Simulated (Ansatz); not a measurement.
# C₂H₉BO: from a rough start to a minimum

The task is to find a stationary geometry of C₂H₉BO, check the end point by its vibrations and derive ideal-gas thermochemistry, and look at its orbitals and charge.

The runs use Ansatz 0.2.0, Gaussian basis; RKS PBE0-D4/def2-TZVP.

Levels to be run: relaxation at PBE-D4/def2-SVP; relaxation at PBE0-D4/def2-TZVP; harmonic vibrations at the same level; a single point in def2-TZVPP for the fields.

**1. Starting geometry**

13 atoms, charge 0, spin multiplicity 1.

Atoms are counted from 1 here; the program's logs count them from 0.

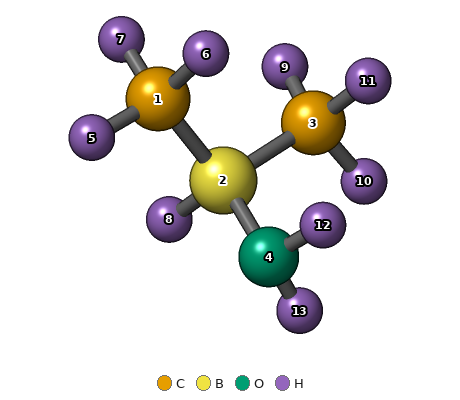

Start geometry, drawn with carbon amber, boron yellow, oxygen teal, hydrogen purple; atoms are numbered from 1 in the order of the file.

As a file:

```
C    -0.84490    0.69840   -0.94450
B    -0.18290   -0.43640   -0.13040
C     1.32680   -0.05340    0.15530
O    -0.85240   -0.67570    1.12210
H    -1.94990    0.46480   -1.16830
H    -0.86270    1.70630   -0.37920
H    -0.34910    0.89310   -1.92340
H    -0.16270   -1.40510   -0.80530
H     1.91050    0.09410   -0.74560
H     1.84400   -0.86980    0.76990
H     1.40780    0.88730    0.77510
H    -0.73380    0.09210    1.74230
H    -0.53030   -1.43050    1.54690
```

The start is a force-field geometry with small random shifts, so a cheaper pass at PBE-D4/def2-SVP comes first.

**2. Geometry optimisation, PBE-D4/def2-SVP (cheap first pass)**

The input, in.yaml:

```yaml
crystal:
  periodic: [false, false, false]
  atoms:
    - {symbol: C, position_ang: [-0.844900, 0.698400, -0.944500]}
    - {symbol: B, position_ang: [-0.182900, -0.436400, -0.130400]}
    - {symbol: C, position_ang: [1.326800, -0.053400, 0.155300]}
    - {symbol: O, position_ang: [-0.852400, -0.675700, 1.122100]}
    - {symbol: H, position_ang: [-1.949900, 0.464800, -1.168300]}
    - {symbol: H, position_ang: [-0.862700, 1.706300, -0.379200]}
    - {symbol: H, position_ang: [-0.349100, 0.893100, -1.923400]}
    - {symbol: H, position_ang: [-0.162700, -1.405100, -0.805300]}
    - {symbol: H, position_ang: [1.910500, 0.094100, -0.745600]}
    - {symbol: H, position_ang: [1.844000, -0.869800, 0.769900]}
    - {symbol: H, position_ang: [1.407800, 0.887300, 0.775100]}
    - {symbol: H, position_ang: [-0.733800, 0.092100, 1.742300]}
    - {symbol: H, position_ang: [-0.530300, -1.430500, 1.546900]}
basis:
  gaussian: {orbitals: def2-SVP}
hamiltonian: {xc: pbe, dispersion: d4}
relax: {f_tol: 0.03, max_steps: 200}
```

Command:

```bash
ansatz run in.yaml --threads 2 --pin off --events-out ev --progress --plain --max-ram 32768MiB --backend cpu
```

What it wrote (excerpt; [...] marks lines left out):

```text
Functional definition: PBE
  name "PBE"
  cite "Perdew, Burke & Ernzerhof, Phys. Rev. Lett. 77, 3865 (1996) doi:10.1103/PhysRevLett.77.3865"
  parent pbe
[...]
1135 factors; their error is unknown
[...]
mean field -4933.00253778 eV, -181.2844995542 hartree, gradient 4.3e-5 eV, S^2 0.000000; 0 other end points of the search recorded, 0 dependent functions left out
[...]
reference -4933.00256994 eV, -181.2845007360 hartree; 17, 17 occupied and 84, 84 virtual orbitals, 1135 factors
relax step   1: F+E_penalty+E_count = -4933.20538753 eV  Δ(F+E_penalty+E_count) = +0.000e0 eV  max|allowed force component| = 3.245e0 eV/Å  Δτ_max = 0.0000 Å  (27 SCF iters, accepted)
[...]
relax step   6: F+E_penalty+E_count = -4934.12764318 eV  Δ(F+E_penalty+E_count) = -1.862e-2 eV  max|allowed force component| = 1.394e-1 eV/Å  Δτ_max = 0.0343 Å  (28 SCF iters, accepted)
[...]
relax step   7: F+E_penalty+E_count = -4934.12891690 eV  Δ(F+E_penalty+E_count) = -1.274e-3 eV  max|allowed force component| = 2.823e-2 eV/Å  Δτ_max = 0.0207 Å  (28 SCF iters, accepted)
1135 factors; their error is unknown
[...]
mean field -4933.93320902 eV, -181.3187010915 hartree, gradient 1.8e-5 eV, S^2 0.000000; 1 other end points of the search recorded, 0 dependent functions left out
[...]
reference -4933.93324149 eV, -181.3187022845 hartree; 17, 17 occupied and 84, 84 virtual orbitals, 1135 factors
Total energy: -4934.12894936 eV, -181.3258944163 hartree
Atom 0 at    -0.921796     0.761511    -0.974888 Å, force     0.009462    -0.005292     0.010159 eV/Å
Atom 1 at    -0.078854    -0.426608    -0.305360 Å, force    -0.009267     0.020022    -0.028235 eV/Å
Atom 2 at     1.412416    -0.081797     0.194983 Å, force    -0.008228    -0.009783     0.011050 eV/Å
Atom 3 at    -0.964862    -0.732909     1.191396 Å, force     0.002160    -0.008061     0.006359 eV/Å
Atom 4 at    -1.982331     0.500523    -1.175035 Å, force     0.004579    -0.001179     0.000366 eV/Å
Atom 5 at    -0.906331     1.709144    -0.387403 Å, force    -0.001207     0.001119    -0.001174 eV/Å
Atom 6 at    -0.467968     1.011907    -1.958701 Å, force    -0.003011    -0.005452     0.001819 eV/Å
Atom 7 at    -0.209139    -1.535167    -0.830542 Å, force    -0.000592     0.010166     0.011771 eV/Å
Atom 8 at     2.060286     0.064172    -0.697231 Å, force    -0.002155    -0.002719    -0.000076 eV/Å
Atom 9 at     1.902447    -0.889626     0.785199 Å, force     0.003584     0.006628    -0.000870 eV/Å
Atom 10 at     1.489877     0.863445     0.781324 Å, force    -0.007469    -0.006186     0.002686 eV/Å
Atom 11 at    -0.900089     0.096806     1.709521 Å, force     0.012429    -0.007528    -0.016495 eV/Å
Atom 12 at    -0.413256    -1.376201     1.681637 Å, force    -0.000284     0.008266     0.002641 eV/Å
Dipole moment:    -0.071011    -0.011261     0.779594 e Å
```

Run time: 13 s. Hardware: 2 threads, shared host.

Relaxation path: (the energy doesn't fall at every step)

```
step  energy from step 1 (eV)  largest force component (eV/Å)
   1                   0.0000                          3.2449
   2                  -0.6351                          2.0840
   3                  -0.8539                          1.1210
   4                  -0.9036                          0.6819
   5                  -0.9008                          0.3681
   6                  -0.9223                          0.1394
   7                  -0.9235                          0.0282
```

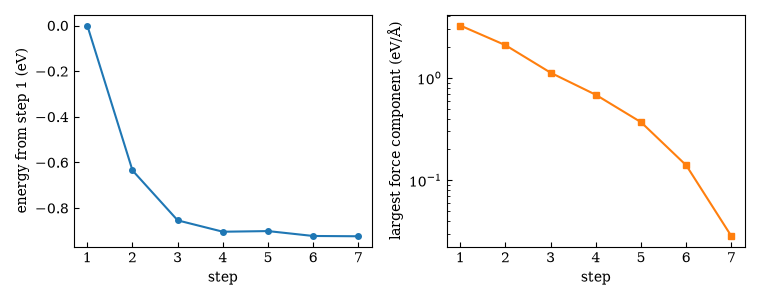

Energy and largest force along the relaxation.

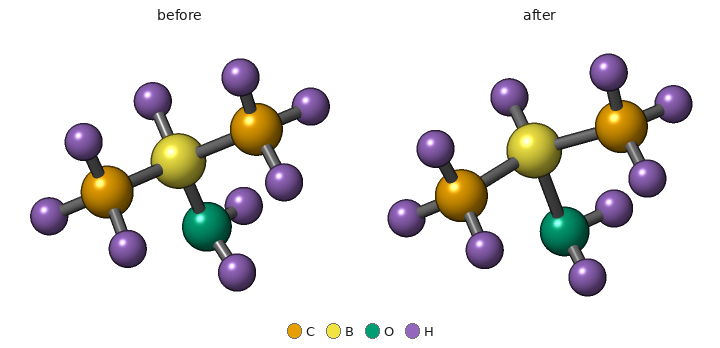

The geometry before (left) and after (right).

Close pairs (by a distance rule), those that changed most:

| bond | before (Å) | after (Å) | change (Å) |
| --- | --- | --- | --- |
| B2–O4 | 1.440 | 1.766 | +0.326 |
| C1–B2 | 1.546 | 1.603 | +0.058 |
| O4–H13 | 0.924 | 0.979 | +0.055 |
| B2–H8 | 1.181 | 1.234 | +0.053 |
| C1–H5 | 1.151 | 1.110 | -0.041 |
| C1–H6 | 1.156 | 1.115 | -0.041 |
| C3–H10 | 1.145 | 1.114 | -0.031 |
| C3–H9 | 1.084 | 1.112 | +0.029 |

**3. Relaxation at PBE0-D4/def2-TZVP**

The input, in.yaml:

```yaml
crystal:
  periodic: [false, false, false]
  atoms:
    - {symbol: C, position_ang: [-0.921796, 0.761511, -0.974888]}
    - {symbol: B, position_ang: [-0.078854, -0.426608, -0.305360]}
    - {symbol: C, position_ang: [1.412416, -0.081797, 0.194983]}
    - {symbol: O, position_ang: [-0.964862, -0.732909, 1.191396]}
    - {symbol: H, position_ang: [-1.982331, 0.500523, -1.175035]}
    - {symbol: H, position_ang: [-0.906331, 1.709144, -0.387403]}
    - {symbol: H, position_ang: [-0.467968, 1.011907, -1.958701]}
    - {symbol: H, position_ang: [-0.209139, -1.535167, -0.830542]}
    - {symbol: H, position_ang: [2.060286, 0.064172, -0.697231]}
    - {symbol: H, position_ang: [1.902447, -0.889626, 0.785199]}
    - {symbol: H, position_ang: [1.489877, 0.863445, 0.781324]}
    - {symbol: H, position_ang: [-0.900089, 0.096806, 1.709521]}
    - {symbol: H, position_ang: [-0.413256, -1.376201, 1.681637]}
basis:
  gaussian: {orbitals: def2-TZVP}
hamiltonian: {xc: pbe0, dispersion: d4}
relax: {f_tol: 0.005, max_steps: 150}
```

Same command.

What it wrote (excerpt; [...] marks lines left out):

```text
Functional definition: PBE0
  name "PBE0"
  cite "Adamo & Barone, J. Chem. Phys. 110, 6158 (1999) doi:10.1063/1.478522"
  cite "Perdew, Burke & Ernzerhof, Phys. Rev. Lett. 77, 3865 (1996) doi:10.1103/PhysRevLett.77.3865"
  parent pbe
[...]
1076 factors; their error is unknown
[...]
mean field -4940.32925263 eV, -181.5537513587 hartree, gradient 1.1e-5 eV, S^2 0.000000; 0 other end points of the search recorded, 0 dependent functions left out
[...]
reference -4940.32928498 eV, -181.5537525477 hartree; 17, 17 occupied and 161, 161 virtual orbitals, 1076 factors
relax step   1: F+E_penalty+E_count = -4940.49258815 eV  Δ(F+E_penalty+E_count) = +0.000e0 eV  max|allowed force component| = 7.035e-1 eV/Å  Δτ_max = 0.0000 Å  (27 SCF iters, accepted)
[...]
Atom 3 at    -0.949433    -0.719913     1.185489 Å, force    -0.000293    -0.000647     0.000089 eV/Å
Atom 4 at    -1.957939     0.497244    -1.144761 Å, force    -0.000061    -0.000883     0.000200 eV/Å
Atom 5 at    -0.883176     1.691151    -0.393098 Å, force     0.000587     0.001103    -0.001351 eV/Å
Atom 6 at    -0.478784     0.995843    -1.947945 Å, force     0.000954     0.000094    -0.000584 eV/Å
Atom 7 at    -0.198789    -1.515423    -0.812785 Å, force    -0.000038     0.000842     0.000025 eV/Å
Atom 8 at     2.051261     0.075163    -0.694746 Å, force    -0.001027     0.000627    -0.000047 eV/Å
Atom 9 at     1.893634    -0.873009     0.764835 Å, force     0.000634     0.000096     0.000575 eV/Å
Atom 10 at     1.478286     0.851838     0.767714 Å, force     0.000503     0.000187    -0.000429 eV/Å
Atom 11 at    -0.914494     0.091136     1.707778 Å, force     0.000011    -0.000927     0.001949 eV/Å
Atom 12 at    -0.456482    -1.387845     1.676292 Å, force    -0.001361     0.000881     0.000142 eV/Å
Dipole moment:    -0.081407    -0.030547     0.761664 e Å
```

Run time: 28 s. Hardware: 2 threads, shared host.

The steps of the relaxation: (the energy doesn't fall at every step)

| step | energy from step 1 (eV) | largest force component (eV/Å) |
| --- | --- | --- |
| 1 | 0.0000 | 0.7035 |
| 2 | -0.0426 | 0.2793 |
| 3 | -0.0477 | 0.0674 |
| 4 | -0.0459 | 0.1457 |
| 5 | -0.0481 | 0.0287 |
| 6 | -0.0482 | 0.0035 |

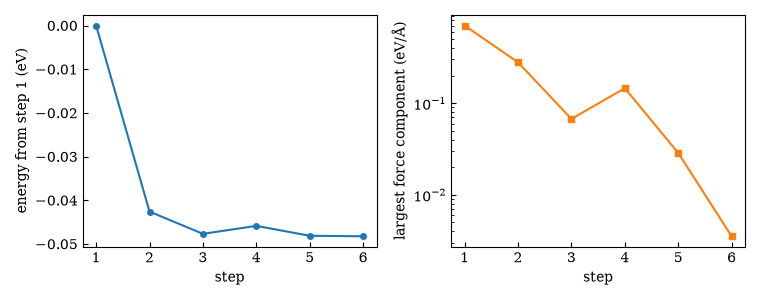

Energy and largest force along the relaxation.

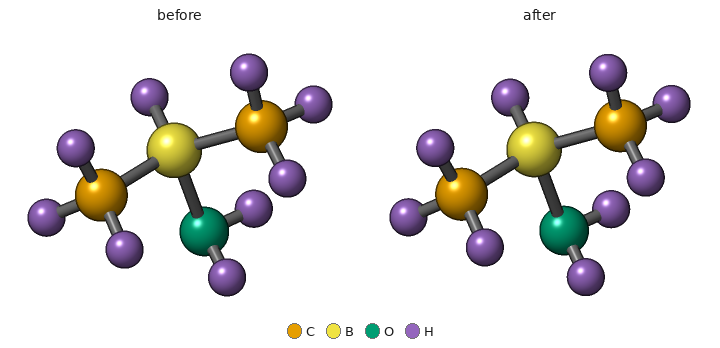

Before and after, at one scale.

Distances of close pairs at the start and the end, largest changes first:

| bond | before (Å) | after (Å) | change (Å) |
| --- | --- | --- | --- |
| B2–H8 | 1.234 | 1.212 | -0.021 |
| C3–H10 | 1.114 | 1.097 | -0.017 |
| C3–H11 | 1.115 | 1.098 | -0.017 |
| C1–H7 | 1.112 | 1.096 | -0.016 |
| C3–H9 | 1.112 | 1.096 | -0.016 |
| C1–H5 | 1.110 | 1.094 | -0.016 |
| C1–H6 | 1.115 | 1.099 | -0.016 |
| O4–H12 | 0.980 | 0.965 | -0.015 |

Mulliken charges of the relaxed molecule (report file):

C1 -0.45; B2 -0.08; C3 -0.43; O4 -0.41; H5 0.12; H6 0.09; H7 0.12; H8 -0.03; H9 0.13; H10 0.10; H11 0.10; H12 0.36; H13 0.36

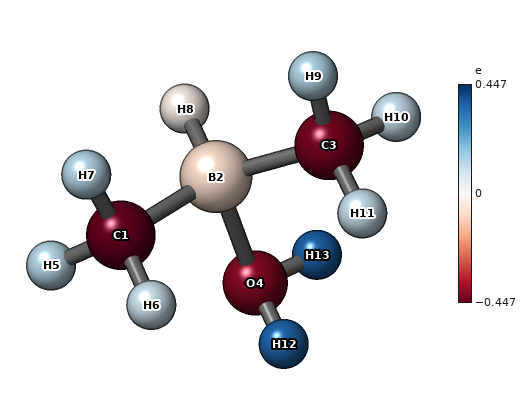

Mulliken charges of the relaxed molecule (report file), as colours on the atoms.

**4. Vibrations by finite differences**

The input, in.yaml:

```yaml
crystal:
  periodic: [false, false, false]
  atoms:
    - {symbol: C, position_ang: [-0.909604, 0.756211, -0.969591]}
    - {symbol: B, position_ang: [-0.067674, -0.421102, -0.307791]}
    - {symbol: C, position_ang: [1.413594, -0.076096, 0.183509]}
    - {symbol: O, position_ang: [-0.949433, -0.719913, 1.185489]}
    - {symbol: H, position_ang: [-1.957939, 0.497244, -1.144761]}
    - {symbol: H, position_ang: [-0.883176, 1.691151, -0.393098]}
    - {symbol: H, position_ang: [-0.478784, 0.995843, -1.947945]}
    - {symbol: H, position_ang: [-0.198789, -1.515423, -0.812785]}
    - {symbol: H, position_ang: [2.051261, 0.075163, -0.694746]}
    - {symbol: H, position_ang: [1.893634, -0.873009, 0.764835]}
    - {symbol: H, position_ang: [1.478286, 0.851838, 0.767714]}
    - {symbol: H, position_ang: [-0.914494, 0.091136, 1.707778]}
    - {symbol: H, position_ang: [-0.456482, -1.387845, 1.676292]}
basis:
  gaussian: {orbitals: def2-TZVP}
hamiltonian: {xc: pbe0, dispersion: d4}
phonons: {temperatures: {t_min: 298.15, t_max: 900, t_step: 200}}
```

Same command.

What it wrote (excerpt; [...] marks lines left out):

```text
Functional definition: PBE0
  name "PBE0"
  cite "Adamo & Barone, J. Chem. Phys. 110, 6158 (1999) doi:10.1063/1.478522"
  cite "Perdew, Burke & Ernzerhof, Phys. Rev. Lett. 77, 3865 (1996) doi:10.1103/PhysRevLett.77.3865"
  parent pbe
[...]
1076 factors; their error is unknown
[...]
mean field -4940.37692440 eV, -181.5555032638 hartree, gradient 1.1e-5 eV, S^2 0.000000; 0 other end points of the search recorded, 0 dependent functions left out
[...]
reference -4940.37695649 eV, -181.5555044434 hartree; 17, 17 occupied and 161, 161 virtual orbitals, 1076 factors
[...]
1076 factors; their error is unknown
mean field -4940.37675269 eV, -181.5554969537 hartree, gradient 1.6e-6 eV, S^2 0.000000; 0 other end points of the search recorded, 0 dependent functions left out
[...]
reference -4940.37678479 eV, -181.5554981335 hartree; 17, 17 occupied and 161, 161 virtual orbitals, 1076 factors
[...]
Atom 6 at    -0.478784     0.995843    -1.947945 Å, force     0.000964     0.000101    -0.000606 eV/Å
Atom 7 at    -0.198789    -1.515423    -0.812785 Å, force    -0.000036     0.000847     0.000027 eV/Å
Atom 8 at     2.051261     0.075163    -0.694746 Å, force    -0.001031     0.000627    -0.000035 eV/Å
Atom 9 at     1.893634    -0.873009     0.764835 Å, force     0.000632     0.000101     0.000571 eV/Å
Atom 10 at     1.478286     0.851838     0.767714 Å, force     0.000502     0.000200    -0.000422 eV/Å
Atom 11 at    -0.914494     0.091136     1.707778 Å, force     0.000007    -0.000951     0.001940 eV/Å
Atom 12 at    -0.456482    -1.387845     1.676292 Å, force    -0.001348     0.000859     0.000158 eV/Å
Dipole moment:    -0.081408    -0.030546     0.761664 e Å
Vibrations: 84.67 185.29 216.03 267.70 269.48 329.82 377.83 613.97 668.21 757.76 764.26 776.10 905.52 986.14 1052.31 1082.82 1193.36 1325.88 1329.06 1455.03 1459.03 1469.71 1474.80 1622.74 2485.77 3004.13 3010.35 3065.66 3078.61 3088.79 3105.14 3784.10 3885.35 cm⁻¹, zero-point energy 3.048489 eV
```

Wall time 4.7 min (2 threads, shared host).

Motions are named by where the mode's potential energy lies. Wavenumbers, unscaled:

```csv
mode,cm⁻¹,motion
1,85,torsion
2,185,torsion
3,216,torsion
4,268,bend with torsion
5,269,bend with torsion
6,330,B–O stretch with torsion
7,378,B–O stretch with torsion
8,614,bend with torsion
9,668,bend
10,758,B–C stretch
11,764,bend with torsion
12,776,bend with torsion
13,906,bend with torsion
14,986,B–C stretch with bend
15,1052,bend with torsion
16,1083,torsion with bend
17,1193,bend
18,1326,bend
19,1329,bend
20,1455,bend
21,1459,bend
22,1470,bend
23,1475,bend
24,1623,bend
25,2486,B–H stretch
26,3004,C–H stretch
27,3010,C–H stretch
28,3066,C–H stretch
29,3079,C–H stretch
30,3089,C–H stretch
31,3105,C–H stretch
32,3784,O–H stretch
33,3885,O–H stretch
```

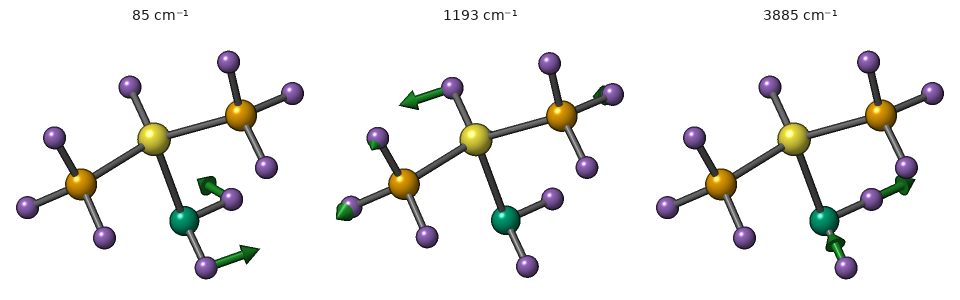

Displacements of 3 modes, as arrows.

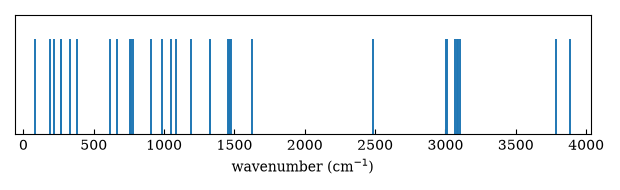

The harmonic wavenumbers as sticks (no intensities were computed).

From these modes and the moments of inertia (298.15 K, 1 bar, symmetry number 1):

| term | value |
| --- | --- |
| zero-point energy | 70.3 kcal/mol |
| H(298) − E | 75.4 kcal/mol |
| entropy, translation | 159.9 J/(mol K) |
| entropy, rotation | 104.4 J/(mol K) |
| entropy, vibration | 65.2 J/(mol K) |
| entropy, total | 329.5 J/(mol K) |

**5. Fields at the relaxed geometry**

Edit in.yaml of step 4 so:

```diff
@@ -17,4 +17,4 @@
 basis:
-  gaussian: {orbitals: def2-TZVP}
+  gaussian: {orbitals: def2-TZVPP}
 hamiltonian: {xc: pbe0, dispersion: d4}
-phonons: {temperatures: {t_min: 298.15, t_max: 900, t_step: 200}}
+output: {orbitals: {seedname: orbitals}}
```

Same command.

What it wrote:

```text
Functional definition: PBE0
  name "PBE0"
  cite "Adamo & Barone, J. Chem. Phys. 110, 6158 (1999) doi:10.1063/1.478522"
  cite "Perdew, Burke & Ernzerhof, Phys. Rev. Lett. 77, 3865 (1996) doi:10.1103/PhysRevLett.77.3865"
  parent pbe
  parameter a = 0.25
  parameter kappa = 0.804
  parameter beta = 0.06672455060314922
  exchange = (1 - a)*pbe_x(kappa = kappa, mu = beta*pi^2/3) + a*exact_x
  correlation = pbe_c(beta = beta)
1211 factors; their error is unknown
mean field evaluation 1: about -4928.2948 eV, gradient 7.5e1 eV
mean field evaluation 2: about -4922.1785 eV, gradient 8.9e1 eV
mean field evaluation 4: about -4940.4776 eV, gradient 4.7e0 eV
mean field evaluation 8: about -4940.5178 eV, gradient 3.1e-2 eV
mean field evaluation 16: about -4940.5111 eV, gradient 2.9e-5 eV
mean field -4940.51107173 eV, -181.5604330875 hartree, gradient 2.9e-5 eV, S^2 0.000000; 0 other end points of the search recorded, 0 dependent functions left out
reference -4940.51110496 eV, -181.5604343085 hartree; 17, 17 occupied and 233, 233 virtual orbitals, 1211 factors
Total energy: -4940.67501594 eV, -181.5664579258 hartree
```

It took 4.6 s on 2 threads, shared host; peak memory 0.51 GiB.

The fields below are evaluated on a grid from the run's orbitals.

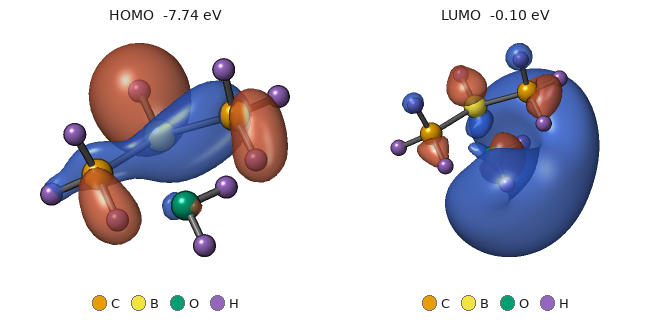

PBE0-D4/def2-TZVPP orbitals near the gap, drawn at the value that encloses 70 % of each; the two colours are the two signs.

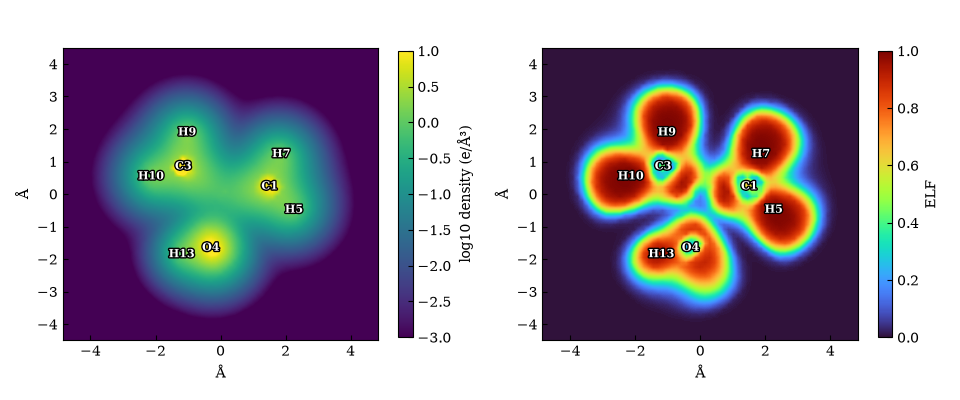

Density (left) and ELF (right) in a plane through or near 8 of the atoms.

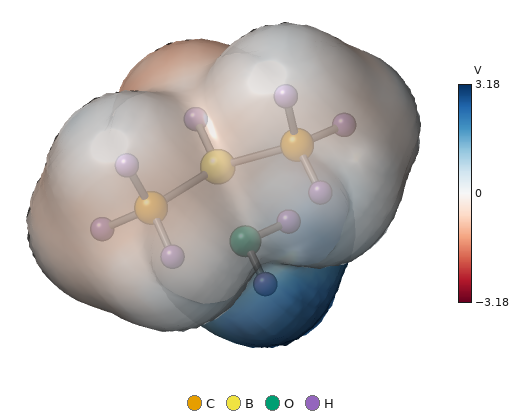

Electrostatic potential on the surface of density 0.002 e/bohr³; red is low, blue high. It runs, from the 1st to the 99th percentile, from -1.06 to 3.18 V.

**6. Summary of results**

| quantity | value |
| --- | --- |
| point group | C1 |
| steps | 7 + 6 |
| shift from the start (rms) | 0.127 Å |
| total energy | -4940.5409 eV |
| dispersion term | -164 meV |
| dipole moment | 3.68 D |
| lowest, highest wavenumber | 85, 3885 cm⁻¹ |
| zero-point energy | 70.3 kcal/mol |
| entropy at 298.15 K | 329.5 J/(mol K) |
| HOMO, LUMO | -7.74, -0.10 eV |

**Reading.** The atoms moved 0.13 Å (rms) from the start; the bond that changed most is B2–O4, from 1.440 to 1.760 Å. All wavenumbers are real, so the end point is a minimum. The stiffest mode, 3885 cm⁻¹, is an O–H stretch, and 2 modes under 200 cm⁻¹ make the vibrational entropy uncertain. Harmonic hybrid wavenumbers usually lie a few per cent above measured fundamentals. The largest Mulliken charge, -0.45 e, sits on C1. The HOMO lies mostly on H8 41 %; B2 18 % and the LUMO on H12, H13 about 34 % each; O4 11 %.
